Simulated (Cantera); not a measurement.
Input: 1 mol Si2H6, a varied amount of O3, 20 mol N2, at 1625 K and 1.00 bar.

Equilibrium computed with Cantera from the NASA thermochemical tables; the gas is ideal and each condensed phase is pure. Candidate condensed phases: H2O, Si, SiO2, Si2N2O, Si3N4; 35 gas species. The feed counts by its element totals alone. Mutual solubility and eutectic melting of coexisting phases are not modelled. The tables hold silica as quartz up to 1696 K and as liquid above; real silica turns to tridymite and cristobalite and melts near 1996 K. Gases not in the tables: Si(OH)4. Equilibrium is a limit: real reactors are often held back by kinetics, nucleation or transport.

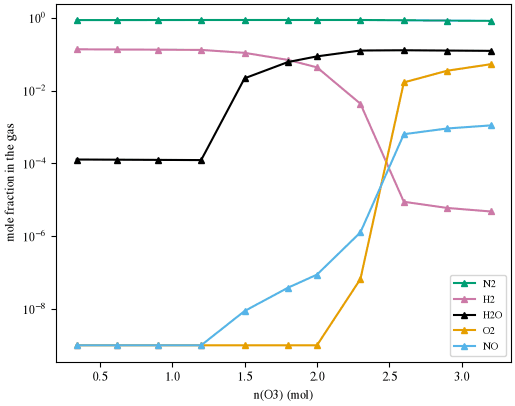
Figure. Equilibrium gas composition (values under 1e-9 drawn at 1e-9)

From 0.34 mol O3 to 1.2 mol O3 the condensed part is SiO2(β-quartz) + Si2N2O(s). From 1.5 mol O3 to 3.2 mol O3 the condensed part is SiO2(β-quartz).
